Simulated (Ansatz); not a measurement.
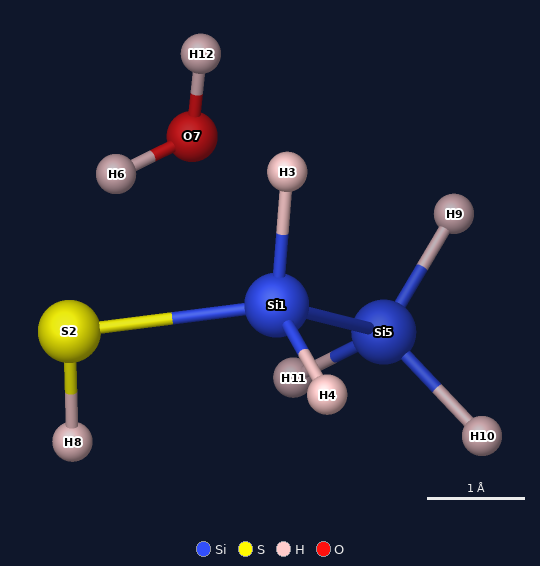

Figure 1. The structure as given in the input (ball-and-stick view, seen at a tilt; atoms are numbered from 1 in the order of the input). Bond lengths as drawn: H–O 0.97 Å, H–S 1.35 Å, H–Si 1.49 to 1.50 Å, Si–Si 2.34 Å and S–Si 2.17 Å.

## Run report: Si2H8SO, nudged elastic band (part 1 of 2)

System: Si2H8SO.
Method: RKS PBE0-D4/6-31G* (Ansatz 0.2.0).

The run did not end well. It belongs to a series of runs on one base structure; here: band between the two ends.

### Output
```
Engine: ansatz 0.2.0, aarch64-unknown-linux-gnu
Functional definition: PBE0
  parameter a = 0.25
  parameter kappa = 0.804
  parameter beta = 0.06672455060314922
  exchange = (1 - a)*pbe_x(kappa = kappa, mu = beta*pi^2/3) + a*exact_x
  correlation = pbe_c(beta = beta)
928 factors; integrals over basis functions are off by at most 6.8e-4 eV
mean field evaluation 1: about -28750.6583 eV, gradient 4.3e1 eV
mean field evaluation 2: about -28747.4183 eV, gradient 6.1e1 eV
mean field evaluation 4: about -28753.9595 eV, gradient 1.2e0 eV
mean field evaluation 8: about -28753.9827 eV, gradient 1.3e-2 eV
mean field -28753.98273191 eV, -1056.6893752483 hartree, gradient 8.4e-5 eV, S^2 0.000000; 0 other end points of the search recorded, 0 dependent functions left out
the calculation of the forces begins
reference -28753.98276161 eV, -1056.6893763396 hartree; 30, 30 occupied and 58, 58 virtual orbitals, 928 factors
924 factors; integrals over basis functions are off by at most 1.1e-3 eV
mean field evaluation 16: about -28745.7551 eV, gradient 6.8e1 eV
mean field -28754.08771009 eV, -1056.6932331251 hartree, gradient 6.5e-5 eV, S^2 0.000000; 0 other end points of the search recorded, 0 dependent functions left out
[... from here on the field's lines of each further geometry are left out, up to the last ...]
NEB iter   1: max|band force component| = 2.320e1 eV/Å  barrier→ = 6.0560 eV  barrier← = 6.1323 eV  Δτ_max = 0.2000 Å  (170 SCF iters)
NEB iter   2: max|band force component| = 6.578e0 eV/Å  barrier→ = 1.7743 eV  barrier← = 1.8506 eV  Δτ_max = 0.1984 Å  (138 SCF iters)
NEB iter   3: max|band force component| = 2.659e0 eV/Å  barrier→ = 1.7487 eV  barrier← = 1.8250 eV  Δτ_max = 0.1959 Å  (137 SCF iters)
NEB iter   4: max|band force component| = 1.875e0 eV/Å  barrier→ = 1.5937 eV  barrier← = 1.6700 eV  Δτ_max = 0.2000 Å  (140 SCF iters)
NEB iter   5: max|band force component| = 1.738e0 eV/Å  barrier→ = 1.1364 eV  barrier← = 1.2127 eV  Δτ_max = 0.1982 Å  (138 SCF iters)
NEB iter   6: max|band force component| = 1.992e0 eV/Å  barrier→ = 0.9225 eV  barrier← = 0.9988 eV  Δτ_max = 0.1002 Å  (138 SCF iters)
NEB iter   7: max|band force component| = 1.358e0 eV/Å  barrier→ = 0.8479 eV  barrier← = 0.9242 eV  Δτ_max = 0.1016 Å  (141 SCF iters)
NEB iter   8: max|band force component| = 7.493e-1 eV/Å  barrier→ = 0.7189 eV  barrier← = 0.7952 eV  Δτ_max = 0.1006 Å  (139 SCF iters)
NEB iter   9: max|band force component| = 6.174e-1 eV/Å  barrier→ = 0.6128 eV  barrier← = 0.6891 eV  Δτ_max = 0.1008 Å  (140 SCF iters)
NEB iter  10: max|band force component| = 4.999e-1 eV/Å  barrier→ = 0.5559 eV  barrier← = 0.6322 eV  CI = image 2  Δτ_max = 0.1007 Å  (139 SCF iters)
NEB iter  11: max|band force component| = 4.145e-1 eV/Å  barrier→ = 0.6482 eV  barrier← = 0.7245 eV  CI = image 2  Δτ_max = 0.1004 Å  (131 SCF iters)
NEB iter  12: max|band force component| = 5.076e-1 eV/Å  barrier→ = 0.7909 eV  barrier← = 0.8672 eV  CI = image 2  Δτ_max = 0.0502 Å  (131 SCF iters)
NEB iter  13: max|band force component| = 5.286e-1 eV/Å  barrier→ = 0.8614 eV  barrier← = 0.9377 eV  CI = image 2  Δτ_max = 0.1000 Å  (134 SCF iters)
NEB iter  14: max|band force component| = 8.397e-1 eV/Å  barrier→ = 1.0291 eV  barrier← = 1.1054 eV  CI = image 2  Δτ_max = 0.1948 Å  (133 SCF iters)
NEB iter  15: max|band force component| = 1.357e0 eV/Å  barrier→ = 1.2997 eV  barrier← = 1.3760 eV  CI = image 2  Δτ_max = 0.0995 Å  (134 SCF iters)
NEB iter  16: max|band force component| = 8.848e-1 eV/Å  barrier→ = 1.2171 eV  barrier← = 1.2934 eV  CI = image 2  Δτ_max = 0.1011 Å  (136 SCF iters)
NEB iter  17: max|band force component| = 6.327e-1 eV/Å  barrier→ = 1.2145 eV  barrier← = 1.2908 eV  CI = image 2  Δτ_max = 0.0844 Å  (135 SCF iters)
NEB iter  18: max|band force component| = 8.665e-1 eV/Å  barrier→ = 1.1918 eV  barrier← = 1.2681 eV  CI = image 2  Δτ_max = 0.0427 Å  (127 SCF iters)
NEB iter  19: max|band force component| = 8.481e-1 eV/Å  barrier→ = 1.1840 eV  barrier← = 1.2603 eV  CI = image 2  Δτ_max = 0.0857 Å  (137 SCF iters)
NEB iter  20: max|band force component| = 6.383e-1 eV/Å  barrier→ = 1.1611 eV  barrier← = 1.2374 eV  CI = image 2  Δτ_max = 0.1261 Å  (136 SCF iters)
NEB iter  21: max|band force component| = 3.076e-1 eV/Å  barrier→ = 1.1303 eV  barrier← = 1.2066 eV  CI = image 2  Δτ_max = 0.0852 Å  (135 SCF iters)
NEB iter  22: max|band force component| = 2.095e-1 eV/Å  barrier→ = 1.1272 eV  barrier← = 1.2035 eV  CI = image 2  Δτ_max = 0.1033 Å  (128 SCF iters)
NEB iter  23: max|band force component| = 4.879e-1 eV/Å  barrier→ = 1.1347 eV  barrier← = 1.2110 eV  CI = image 2  Δτ_max = 0.0523 Å  (135 SCF iters)
NEB iter  24: max|band force component| = 2.237e-1 eV/Å  barrier→ = 1.1296 eV  barrier← = 1.2059 eV  CI = image 2  Δτ_max = 0.0951 Å  (123 SCF iters)
NEB iter  25: max|band force component| = 2.078e-1 eV/Å  barrier→ = 1.1233 eV  barrier← = 1.1996 eV  CI = image 2  Δτ_max = 0.0470 Å  (128 SCF iters)
NEB iter  26: max|band force component| = 1.367e-1 eV/Å  barrier→ = 1.1196 eV  barrier← = 1.1959 eV  CI = image 2  Δτ_max = 0.1037 Å  (123 SCF iters)
NEB iter  27: max|band force component| = 1.161e-1 eV/Å  barrier→ = 1.1182 eV  barrier← = 1.1945 eV  CI = image 2  Δτ_max = 0.0708 Å  (120 SCF iters)
NEB iter  28: max|band force component| = 1.231e-1 eV/Å  barrier→ = 1.1145 eV  barrier← = 1.1908 eV  CI = image 2  Δτ_max = 0.0354 Å  (127 SCF iters)
NEB iter  29: max|band force component| = 1.143e-1 eV/Å  barrier→ = 1.1121 eV  barrier← = 1.1884 eV  CI = image 2  Δτ_max = 0.0354 Å  (123 SCF iters)
NEB iter  30: max|band force component| = 1.064e-1 eV/Å  barrier→ = 1.1100 eV  barrier← = 1.1863 eV  CI = image 2  Δτ_max = 0.0355 Å  (120 SCF iters)
NEB iter  31: max|band force component| = 9.660e-2 eV/Å  barrier→ = 1.1078 eV  barrier← = 1.1841 eV  CI = image 2  Δτ_max = 0.0710 Å  (121 SCF iters)
NEB iter  32: max|band force component| = 7.594e-2 eV/Å  barrier→ = 1.1035 eV  barrier← = 1.1798 eV  CI = image 2  Δτ_max = 0.0710 Å  (123 SCF iters)
NEB iter  33: max|band force component| = 7.548e-2 eV/Å  barrier→ = 1.0991 eV  barrier← = 1.1754 eV  CI = image 2  Δτ_max = 0.0710 Å  (123 SCF iters)
NEB iter  34: max|band force component| = 8.822e-2 eV/Å  barrier→ = 1.0949 eV  barrier← = 1.1712 eV  CI = image 2  Δτ_max = 0.0355 Å  (125 SCF iters)
NEB iter  35: max|band force component| = 8.846e-2 eV/Å  barrier→ = 1.0928 eV  barrier← = 1.1691 eV  CI = image 2  Δτ_max = 0.0177 Å  (123 SCF iters)
NEB iter  36: max|band force component| = 7.406e-2 eV/Å  barrier→ = 1.0917 eV  barrier← = 1.1680 eV  CI = image 2  Δτ_max = 0.0177 Å  (112 SCF iters)
NEB iter  37: max|band force component| = 5.323e-2 eV/Å  barrier→ = 1.0907 eV  barrier← = 1.1670 eV  CI = image 2  Δτ_max = 0.0178 Å  (112 SCF iters)
NEB iter  38: max|band force component| = 4.625e-2 eV/Å  barrier→ = 1.0896 eV  barrier← = 1.1659 eV  CI = image 2  Δτ_max = 0.0355 Å  (113 SCF iters)
NEB iter  39: max|band force component| = 4.369e-2 eV/Å  barrier→ = 1.0875 eV  barrier← = 1.1638 eV  CI = image 2  Δτ_max = 0.0709 Å  (112 SCF iters)
NEB iter  40: max|band force component| = 6.318e-2 eV/Å  barrier→ = 1.0834 eV  barrier← = 1.1597 eV  CI = image 2  Δτ_max = 0.0355 Å  (132 SCF iters)
NEB iter  41: max|band force component| = 7.350e-2 eV/Å  barrier→ = 1.0814 eV  barrier← = 1.1577 eV  CI = image 2  Δτ_max = 0.0178 Å  (116 SCF iters)
NEB iter  42: max|band force component| = 8.094e-2 eV/Å  barrier→ = 1.0805 eV  barrier← = 1.1568 eV  CI = image 2  Δτ_max = 0.0089 Å  (117 SCF iters)
NEB iter  43: max|band force component| = 4.997e-2 eV/Å  barrier→ = 1.0800 eV  barrier← = 1.1563 eV  CI = image 2  Δτ_max = 0.0089 Å  (108 SCF iters)
NEB iter  44: max|band force component| = 4.655e-2 eV/Å  barrier→ = 1.0795 eV  barrier← = 1.1558 eV  CI = image 2  Δτ_max = 0.0089 Å  (105 SCF iters)
NEB iter  45: max|band force component| = 4.708e-2 eV/Å  barrier→ = 1.0790 eV  barrier← = 1.1553 eV  CI = image 2  Δτ_max = 0.0177 Å  (104 SCF iters)
NEB iter  46: max|band force component| = 4.774e-2 eV/Å  barrier→ = 1.0781 eV  barrier← = 1.1544 eV  CI = image 2  Δτ_max = 0.0355 Å  (113 SCF iters)
NEB iter  47: max|band force component| = 4.959e-2 eV/Å  barrier→ = 1.0763 eV  barrier← = 1.1526 eV  CI = image 2  Δτ_max = 0.0355 Å  (119 SCF iters)
NEB iter  48: max|band force component| = 5.084e-2 eV/Å  barrier→ = 1.0747 eV  barrier← = 1.1510 eV  CI = image 2  Δτ_max = 0.0177 Å  (127 SCF iters)
NEB iter  49: max|band force component| = 5.121e-2 eV/Å  barrier→ = 1.0739 eV  barrier← = 1.1502 eV  CI = image 2  Δτ_max = 0.0177 Å  (115 SCF iters)
NEB iter  50: max|band force component| = 4.938e-2 eV/Å  barrier→ = 1.0731 eV  barrier← = 1.1494 eV  CI = image 2  Δτ_max = 0.0355 Å  (116 SCF iters)
NEB iter  51: max|band force component| = 5.110e-2 eV/Å  barrier→ = 1.0719 eV  barrier← = 1.1482 eV  CI = image 2  Δτ_max = 0.0355 Å  (134 SCF iters)
NEB iter  52: max|band force component| = 5.276e-2 eV/Å  barrier→ = 1.0704 eV  barrier← = 1.1467 eV  CI = image 2  Δτ_max = 0.0355 Å  (134 SCF iters)
NEB iter  53: max|band force component| = 5.504e-2 eV/Å  barrier→ = 1.0694 eV  barrier← = 1.1457 eV  CI = image 2  Δτ_max = 0.0709 Å  (114 SCF iters)
NEB iter  54: max|band force component| = 5.760e-2 eV/Å  barrier→ = 1.0682 eV  barrier← = 1.1445 eV  CI = image 2  Δτ_max = 0.1214 Å  (126 SCF iters)
NEB iter  55: max|band force component| = 4.927e-2 eV/Å  barrier→ = 1.0681 eV  barrier← = 1.1444 eV  CI = image 2  Δτ_max = 0.0701 Å  (120 SCF iters)
NEB iter  56: max|band force component| = 4.973e-2 eV/Å  barrier→ = 1.0681 eV  barrier← = 1.1444 eV  CI = image 2  Δτ_max = 0.1288 Å  (123 SCF iters)
NEB iter  57: max|band force component| = 3.971e-2 eV/Å  barrier→ = 1.0680 eV  barrier← = 1.1443 eV  CI = image 2  Δτ_max = 0.1172 Å  (130 SCF iters)
NEB iter  58: max|band force component| = 3.439e-2 eV/Å  barrier→ = 1.0679 eV  barrier← = 1.1442 eV  CI = image 2  Δτ_max = 0.0921 Å  (127 SCF iters)
NEB iter  59: max|band force component| = 4.716e-2 eV/Å  barrier→ = 1.0680 eV  barrier← = 1.1443 eV  CI = image 2  Δτ_max = 0.0453 Å  (123 SCF iters)
the calculation of the forces begins
reference -28754.04124377 eV, -1056.6915255195 hartree; 30, 30 occupied and 58, 58 virtual orbitals, 929 factors
these checks for a lower state are left out or cut short: starts, cluster_reference, orbital_swaps, neighbouring_geometries, increment
927 factors; integrals over basis functions are off by at most 1.1e-3 eV
mean field evaluation 2016: about -28754.0755 eV, gradient 1.5e-3 eV
mean field -28754.07550364 eV, -1056.6927845464 hartree, gradient 9.9e-6 eV, S^2 0.000000; 0 other end points of the search recorded, 0 dependent functions left out
the calculation of the forces begins
reference -28754.07553621 eV, -1056.6927857432 hartree; 30, 30 occupied and 58, 58 virtual orbitals, 927 factors
NEB iter  60: max|band force component| = 4.075e-2 eV/Å  barrier→ = 1.0682 eV  barrier← = 1.1445 eV  CI = image 2  Δτ_max = 0.0226 Å  (117 SCF iters)
```

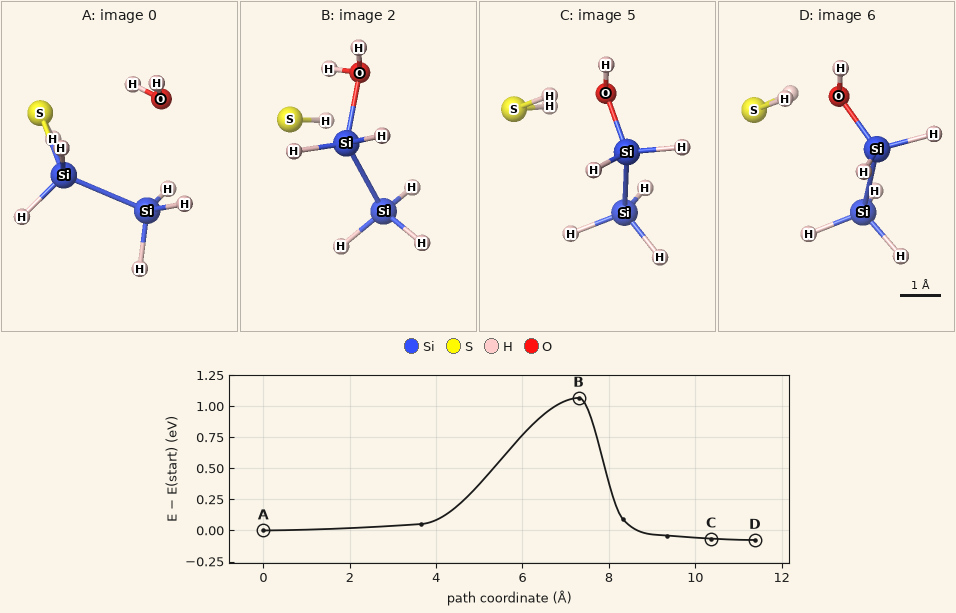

Figure 2. Images of the last band (counted from 0; ball-and-stick, seen at a tilt) above the energy along the path; the line is a cubic interpolation that uses the forces. The highest image is number 2, 1.068 eV above the start and 1.144 eV above the end (the climbing image); the end lies 0.076 eV below the start. The path is 11.39 Å long. The band had not converged after 60 iterations.
